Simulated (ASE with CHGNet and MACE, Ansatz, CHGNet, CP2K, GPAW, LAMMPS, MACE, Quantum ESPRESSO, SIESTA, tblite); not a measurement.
# Running aqueous Li+ and I-, 1.5 mol of salt per kg of water at 360 K (110 atoms) with machine-learned potentials

How do the settings of machine-learned potentials change the result for aqueous Li+ and I-, 1.5 mol of salt per kg of water at 360 K (110 atoms)? A plane-wave run serves as the yardstick.

Calculated with ASE with CHGNet and MACE; the method is named at each step.

### 1. Set-up

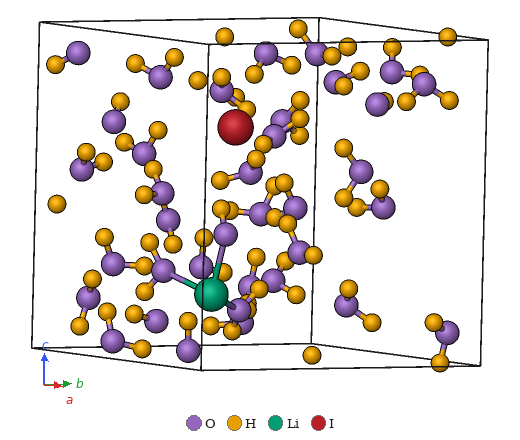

The cell as given, slightly off an axis (oxygen purple, hydrogen orange, lithium teal, iodine red). Bonds to atoms that aren't drawn are left out. Some periodic images of atoms are drawn too.

The cell holds 110 atoms: 36 O, 72 H, 1 Li and 1 I. Cell: a = 10.442 Å, b = 10.442 Å, c = 10.442 Å, α = 90.0°, β = 90.0°, γ = 90.0°. 36 H2O, 1 Li+, 1 I- placed at random, at 1.14 g/cm³; overlaps pushed apart, then 10 ps at 420 K with Joung-Cheatham ions (J. Phys. Chem. B 112, 9020 (2008)); SPC/E water (Berendsen, Grigera and Straatsma, J. Phys. Chem. 91, 6269 (1987)). Snapshot after 20 ps at 360 K and fixed volume.

The yardstick, on the same geometry:

- method: Kohn-Sham DFT, PBE, PAW, plane waves (Ansatz 0.2.0); cutoff 420 eV, Γ point, fermi-dirac smearing of 0.05 eV; PAW set soft_2
- r.m.s. force component: 0.5483 eV/Å
- longest force: 1.693 eV/Å
- pressure: -1.82 GPa
- gap (highest filled to lowest empty level): 3.643 eV
- SCF cycles: 9
- time: 5.3 s on 8 threads of Arm Neoverse V2, shared host
- CPU time: 37 s

### 2. CHGNet r2SCAN potential

Method: machine-learned interatomic potential CHGNet r2SCAN, trained on r2SCAN plane-wave data.

Contents of run.py:

```python
import numpy as np
from ase.io import read
import mlip  # loads the published weights by name

atoms = read("structure.xyz")
atoms.calc = mlip.calc("chgnet-r2scan")
energy = atoms.get_potential_energy()
forces = atoms.get_forces()
print(f"energy {energy:.6f} eV")
print("forces (eV/A)")
for i, (a, f) in enumerate(zip(atoms, forces)):
    print(f"{i:4d} {a.symbol:2s} {f[0]:10.5f} {f[1]:10.5f} {f[2]:10.5f}")
stress = -atoms.get_stress(voigt=False) * 160.21766
print("stress (GPa, compression positive)")
for row in stress:
    print(" ".join(f"{x:10.4f}" for x in row))
```

Contents of structure.xyz:

```xyz
110
Lattice="10.44226 0.00000 0.00000 0.00000 10.44226 0.00000 0.00000 0.00000 10.44226" Properties=species:S:1:pos:R:3 pbc="T T T"
O 4.42867 0.32841 0.52002
H 4.01787 0.34574 1.43153
H 4.75133 1.24461 0.28236
O 1.91448 0.55156 5.84631
H 2.65171 0.25270 6.45227
H 1.67546 1.49993 6.05463
O 5.08538 1.64977 5.28076
H 5.48866 0.73461 5.27616
H 4.40120 1.70888 6.00764
O 7.56584 7.55832 6.06142
H 7.50861 6.91831 6.82767
H 7.32274 7.08622 5.21403
O 7.38299 6.64389 8.93200
H 7.32900 7.58338 9.27001
H 8.34128 6.36289 8.87978
O 1.44563 0.59657 9.54287
H 2.08407 10.27644 9.64844
H 0.60262 0.26878 9.11630
O 7.42413 3.98195 9.89049
H 7.82919 3.32001 9.25978
H 7.51561 4.90275 9.51133
O 4.90985 5.89142 7.04142
H 5.51717 5.12339 6.83811
H 5.38674 6.54761 7.62619
O 0.73420 1.62659 1.63881
H 1.43320 1.33703 2.29270
H 0.92205 1.21631 0.74641
O 9.87639 1.14468 4.30211
H 9.27241 1.32502 5.07849
H 0.25009 0.66173 4.61976
O 9.08665 9.99711 0.97510
H 9.56553 9.20141 1.34590
H 8.91414 9.85770 0.00000
O 6.74841 3.92055 6.03051
H 7.56479 3.62158 6.52474
H 6.21555 3.12119 5.75275
O 2.13805 6.52526 0.87026
H 1.52854 5.74397 0.73597
H 2.96571 6.22474 1.34413
O 8.65016 9.17321 8.92134
H 8.91685 8.36843 8.39098
H 8.86757 10.00066 8.40362
O 10.15468 6.53456 8.40905
H 0.34240 5.76517 8.51462
H 0.17982 7.28661 7.94426
O 0.42260 4.37562 0.83277
H 9.96808 4.42574 0.39305
H 0.61766 3.42788 1.08516
O 1.23041 8.42325 7.22949
H 1.88692 8.66718 7.94322
H 0.93897 9.24986 6.74810
O 5.15597 2.72198 0.23359
H 5.38037 2.55418 1.19355
H 5.75191 3.43926 10.31476
O 8.51681 4.75196 3.57929
H 8.17733 4.48819 4.48224
[... 50 atom lines left out ...]
H 1.73655 7.87900 5.20338
H 1.03117 6.65673 4.38189
Li 9.18679 1.08725 2.33374
I 9.14063 1.86937 7.67172
```

On the command line:

```sh
OMP_NUM_THREADS=1 python run.py > output.txt
```

Output:

```text
CHGNet vr2scan initialized with 412,525 parameters
CHGNet will run on cpu
energy -599.655884 eV
forces (eV/A)
   0 O    -0.28355    0.01722    0.64658
   1 H     0.30960    0.12190   -0.76273
   2 H    -0.33188   -0.59930    0.14079
   3 O     0.01559    0.00914    0.22964
   4 H    -0.32969    0.42048   -0.36286
   5 H     0.34937   -0.67536   -0.07540
   6 O    -0.35714    0.10997    0.67492
   7 H    -0.46871    0.53239    0.08754
   8 H     0.99962   -0.43501   -0.81108
   9 O    -0.45211   -1.12450   -0.39788
  10 H    -0.04846    0.72626   -0.94800
  11 H     0.39250    0.45883    1.36346
  12 O     0.50240    0.48459    0.09732
  13 H     0.11113   -1.12584   -0.35091
  14 H    -0.38305    0.73724   -0.09065
  15 O    -0.50360   -0.86794   -0.26738
  16 H    -0.49573    0.41230   -0.06962
  17 H     1.15148    0.41754    0.53394
  18 O     0.21783    0.42920   -1.01322
  19 H    -0.32538    0.75933    0.52642
  20 H    -0.25575   -1.02098    0.40415
  21 O     0.94894    0.32802    0.55760
  22 H    -0.29724    0.67809    0.17528
  23 H    -0.48832   -1.07932   -0.81836
[...]
102 O    -0.32646   -0.51881    0.74177
 103 H    -0.70714    0.26380   -0.56243
 104 H     1.20972    0.11036    0.13946
 105 O    -0.37133   -0.50303    0.99247
 106 H    -0.38091   -0.53636   -0.94278
 107 H     0.62606    0.73843    0.04240
 108 Li   -0.15196   -0.00684   -0.06295
 109 I    -0.09556   -0.03528    0.06389
stress (GPa, compression positive)
   -4.0587     0.1432    -0.7781
    0.1432    -3.4166     0.4979
   -0.7781     0.4979    -3.9789
```

Elapsed: 4.3 s, on 1 thread of Arm Neoverse V2, shared host; peak memory 1.8 GiB.

Banners, paths, timers and routine set-up lines are dropped from the logs unmarked, and long logs keep their key lines alone; longer cuts are marked.

Compared with the plane-wave run:

- r.m.s. force component: 0.6171 eV/Å
- r.m.s. difference of force components: 249.8 meV/Å
- longest difference of force vectors: 760.8 meV/Å
- force difference over r.m.s. force: 45.56 %
- slope of forces against the reference's: 1.03
- correlation of force components: 0.9148
- pressure: -3.818 GPa
- pressure difference: -1.998 GPa

Length of the force difference by element (eV/Å):

| element | atoms | mean | most |
| --- | --- | --- | --- |
| H | 72 | 0.32 | 0.48 |
| I | 1 | 0.31 | 0.31 |
| Li | 1 | 0.12 | 0.12 |
| O | 36 | 0.58 | 0.76 |

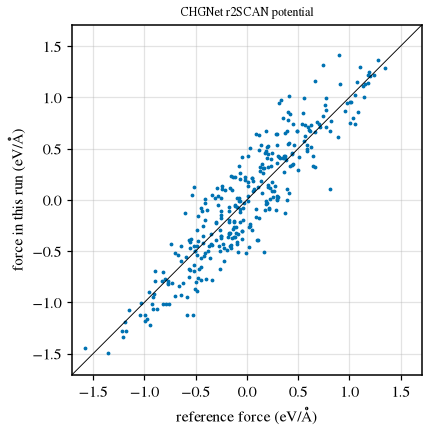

Force components against those of the reference; the line marks equality.

The surroundings of O19, picked at random, nearest first, numbered as they follow in the input and with coordinates relative to it.

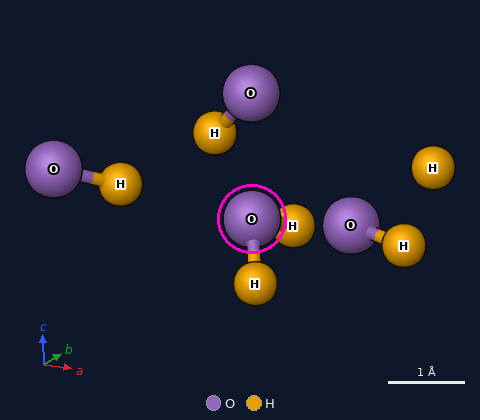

The atoms of the table, within 2.8 Å (arrows a, b, c point along x, y, z); some may hide others; the central atom is ringed.

| atom | x | y | z | distance (Å) | bonds | Fx | Fy | Fz (eV/Å) |
| --- | --- | --- | --- | --- | --- | --- | --- | --- |
| O19 | 0.00 | 0.00 | 0.00 | 0.00 | 2 | 0.22 | 0.43 | -1.01 |
| H21 | 0.09 | 0.92 | -0.38 | 1.00 | 1 | -0.26 | -1.02 | 0.40 |
| H20 | 0.41 | -0.66 | -0.63 | 1.00 | 1 | -0.33 | 0.76 | 0.53 |
| H54 | -1.67 | -0.54 | 0.42 | 1.81 | 1 | -0.10 | -0.75 | 0.41 |
| H98 | 0.12 | -1.08 | 1.58 | 1.92 | 1 | 1.25 | -0.03 | 1.14 |
| O52 | -2.27 | -1.26 | 0.79 | 2.71 | 2 | 0.78 | 0.71 | 0.48 |
| O97 | 0.80 | -1.26 | 2.29 | 2.73 | 3 | -0.77 | 0.64 | -0.45 |
| H15 | 0.92 | 2.38 | -1.01 | 2.74 | 1 | -0.38 | 0.74 | -0.09 |
| H47 | 2.54 | 0.44 | 0.94 | 2.75 | 1 | 1.30 | -0.29 | 0.77 |
| O13 | -0.04 | 2.66 | -0.96 | 2.83 | 2 | 0.50 | 0.48 | 0.10 |

Atoms are counted from 1 here, from 0 in the log.

Forces lie 46 % from the reference's, at 0.12 times its CPU time (on 1 against 8 cores).

### 3. MACE MP-0b3 medium potential

Method: machine-learned interatomic potential MACE MP-0b3 medium, trained on PBE(+U) plane-wave data.

run.py: that of step 2 with these lines changed.

```diff
@@ -5,3 +5,3 @@
 atoms = read("structure.xyz")
-atoms.calc = mlip.calc("chgnet-r2scan")
+atoms.calc = mlip.calc("mace-mp-0b3-medium")
 energy = atoms.get_potential_energy()
```

structure.xyz is that of step 2.

Output:

```text
energy -530.898723 eV
forces (eV/A)
   0 O    -0.08829   -0.30042    0.31069
   1 H     0.08678    0.19836   -0.41227
   2 H    -0.33356   -0.59067    0.16006
   3 O    -0.36703   -0.44388   -0.20968
   4 H    -0.05597    0.44368   -0.12962
   5 H     0.41233   -0.32546   -0.03236
   6 O    -0.16066    0.83178    0.30070
   7 H    -0.49209    0.22565    0.21011
   8 H     1.00758   -0.70965   -0.50095
   9 O    -0.23606   -0.49321   -0.54057
  10 H    -0.13627    0.52241   -0.79741
  11 H     0.35484    0.15157    1.19392
  12 O     0.01927    0.05857   -0.13897
  13 H     0.15502   -0.91186   -0.21998
  14 H     0.03729    0.96607   -0.09846
  15 O    -0.45418   -0.43894   -0.07624
  16 H    -0.41612    0.11541   -0.09109
  17 H     0.99644    0.28504    0.43453
  18 O     0.00856    0.21888   -0.66591
  19 H    -0.14417    0.62456    0.17036
  20 H    -0.41818   -0.66095    0.33359
  21 O     0.25074    0.43641    0.35970
  22 H     0.07846    0.51309    0.20940
  23 H    -0.15150   -1.04352   -0.67260
[...]
102 O    -0.13572    0.04923    0.65788
 103 H    -0.71713   -0.11806   -0.24833
 104 H     1.10423   -0.30450    0.23656
 105 O    -0.24243   -0.22095    0.48522
 106 H    -0.51595   -0.61798   -0.62057
 107 H     0.50225    0.44380    0.28138
 108 Li   -0.20072    0.00068   -0.12229
 109 I    -0.46823   -0.03054    0.12726
stress (GPa, compression positive)
   -1.8952     0.2687    -0.8673
    0.2687    -1.3923     0.3502
   -0.8673     0.3502    -1.7904
```

Wall time 8.1 s (1 thread); peak memory 1.3 GiB.

Against the reference:

* r.m.s. force component: 0.5014 eV/Å
* r.m.s. difference of force components: 68.03 meV/Å
* longest difference of force vectors: 193.8 meV/Å
* force difference over r.m.s. force: 12.41 %
* slope of forces against the reference's: 0.9104
* correlation of force components: 0.9956
* pressure: -1.693 GPa
* pressure difference: 0.1277 GPa

Against the first run (46 %), the force difference from the reference is 12 %, at 1.9 times the CPU time.

### 4. MACE MP-0b2 small potential

Method: machine-learned interatomic potential MACE MP-0b2 small, trained on PBE(+U) plane-wave data.

run.py: that of step 3 with these lines changed.

```diff
@@ -5,3 +5,3 @@
 atoms = read("structure.xyz")
-atoms.calc = mlip.calc("mace-mp-0b3-medium")
+atoms.calc = mlip.calc("mace-mp-0b2-small")
 energy = atoms.get_potential_energy()
```

structure.xyz is that of step 3.

Output:

```text
energy -530.739429 eV
forces (eV/A)
   0 O    -0.15525   -0.37536    0.32026
   1 H     0.11540    0.18213   -0.40054
   2 H    -0.28486   -0.52150    0.11982
   3 O    -0.29364   -0.41137   -0.20284
   4 H    -0.07723    0.44533   -0.13044
   5 H     0.40402   -0.30549    0.00054
   6 O    -0.18270    0.79007    0.28572
   7 H    -0.48544    0.19536    0.18599
   8 H     0.99127   -0.69697   -0.47211
   9 O    -0.27743   -0.50561   -0.48887
  10 H    -0.12616    0.51384   -0.81792
  11 H     0.37695    0.14084    1.22592
  12 O     0.00757    0.13658   -0.15970
  13 H     0.12368   -0.92326   -0.21750
  14 H     0.07104    0.94863   -0.10847
  15 O    -0.43558   -0.46795   -0.09661
  16 H    -0.43771    0.12492   -0.09504
  17 H     0.97712    0.30815    0.41605
  18 O     0.00597    0.23600   -0.63074
  19 H    -0.11463    0.56560    0.15534
  20 H    -0.44104   -0.70043    0.36382
  21 O     0.34066    0.43398    0.33688
  22 H     0.05257    0.49508    0.17342
  23 H    -0.20687   -1.03374   -0.66554
[...]
102 O    -0.09929    0.04028    0.70703
 103 H    -0.70242   -0.06375   -0.30281
 104 H     1.05765   -0.28662    0.20415
 105 O    -0.25331   -0.27862    0.55765
 106 H    -0.51388   -0.57407   -0.64888
 107 H     0.52568    0.44743    0.23354
 108 Li   -0.21028   -0.01109   -0.08305
 109 I    -0.48009   -0.09751    0.17392
stress (GPa, compression positive)
   -1.8968     0.2769    -0.8695
    0.2769    -1.3933     0.3662
   -0.8695     0.3662    -1.8083
```

It took 5.8 s on 1 thread; peak memory 0.7 GiB.

Compared with the plane-wave run:

* r.m.s. force component: 0.4979 eV/Å
* r.m.s. difference of force components: 72.36 meV/Å
* longest difference of force vectors: 219.7 meV/Å
* force difference over r.m.s. force: 13.2 %
* slope of forces against the reference's: 0.9036
* correlation of force components: 0.9951
* pressure: -1.7 GPa
* pressure difference: 0.1208 GPa

Against the first run (46 %), the force difference from the reference is 13 %, at 1.3 times the CPU time.

### 5. Side by side

Differences are against the plane-wave reference, forces as r.m.s. over components; share is that over the reference's r.m.s. force, slope the least-squares factor from reference forces to these. Total energies of different programs have different zeros and aren't compared.

| run | Δ force, r.m.s. (meV/Å) | share (%) | slope | Δ pressure (GPa) | cores | CPU time | memory (GiB) |
| --- | --- | --- | --- | --- | --- | --- | --- |
| reference | - | - | - | - | 8 | 37 s | 1.3 |
| CHGNet r2SCAN potential | 250 | 45.6 | 1.030 | -2.00 | 1 | 4.3 s | 1.8 |
| MACE MP-0b3 medium potential | 68.0 | 12.4 | 0.910 | 0.128 | 1 | 8.1 s | 1.3 |
| MACE MP-0b2 small potential | 72.4 | 13.2 | 0.904 | 0.121 | 1 | 5.8 s | 0.7 |

Times of the machine-learned potentials are mostly Python's start and the loading of weights.

CPU time is summed over cores on a shared host, where runs went side by side, so it is rough. Symmetry, cutoffs, thresholds, outputs and thread counts weren't matched or tuned between programs; memory under MPI is the largest rank's times the ranks.

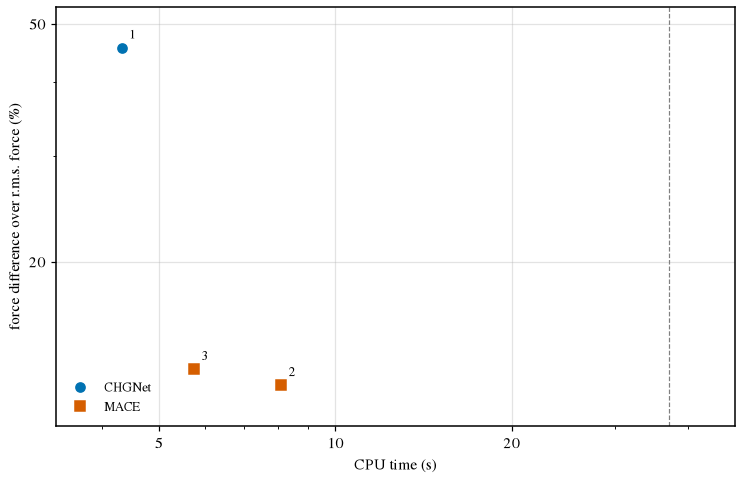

Force difference against CPU time; the dashed line marks the reference's time. Points: 1 CHGNet r2SCAN potential; 2 MACE MP-0b3 medium potential; 3 MACE MP-0b2 small potential.

### 6. Outcome

```
nearest in forces : MACE MP-0b3 medium potential, 12 %
its CPU time      : 8.1 s
```

What this shows: Machine-learned potentials differ by 12 % (MACE MP-0b3 medium potential) to 46 % (CHGNet r2SCAN potential); they were trained on other programs' data, some at another functional. Machine-learned potentials mimic data converged in k, so the reference's own k-point error enters their differences. The network of contacts between molecules at the start is that of the classical potential that made the cell, and needn't be the one that DFT or experiment would give. The reference's PBE has no dispersion term, which matters for the binding between molecules or layers. The density was typed from a rule of thumb and may lie off the real one at this temperature. The electronic-structure runs sample only Γ, in a cell whose shortest periodic width is 10 Å. Spin–orbit coupling is left out, which matters for the levels of the heavy elements.

[Also dropped from logs without a mark: logging warnings of Python, and SIESTA's first energy breakdown and zero terms.]

[Logs are printed without paths, hosts, clocks, repeated set-up lines and the standing remarks that a program may print on its own settings, such as how far it seeks lower states.]

[Hosts, paths, dates, database ids (printed as entryN), source tags and the programs' standing remarks are cut or masked in the printed files.]
